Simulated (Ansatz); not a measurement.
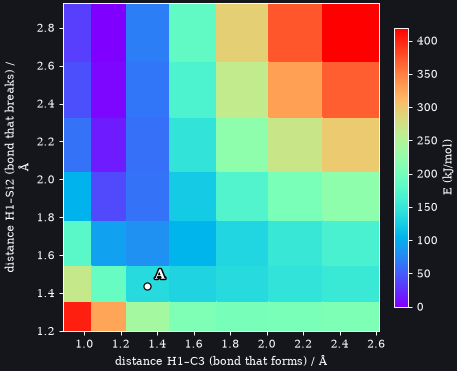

The reacting system CH₄NSi (fragments H₄Si + CN where the first distance is long, CHN + H₃Si where the second is long), spin multiplicity 2. 
- The first coordinate is: distance H1–C3 (bond that forms); the second: distance H1–Si2 (bond that breaks).
- Relaxed at each point: all other coordinates.
- Grid: 7 × 7 points.
- Points are written as (first, second).
- Energies: kJ/mol, counted from the lowest grid point.
- Energies and slopes of some neighbouring points disagree (a jump in structure or state, or too coarse a mesh).
- The calculation used UKS r2SCAN-D4/def2-SVP in Ansatz.

In the figure: one coloured cell a grid point, the point A.

Which way does the force act at A, and how strong is it?

Answer. A, at (1.343 Å, 1.438 Å), is not a stationary point. The computed force is 94 kJ/mol for each Å towards larger values of the first coordinate and 430 kJ/mol for each Å towards larger values of the second coordinate.
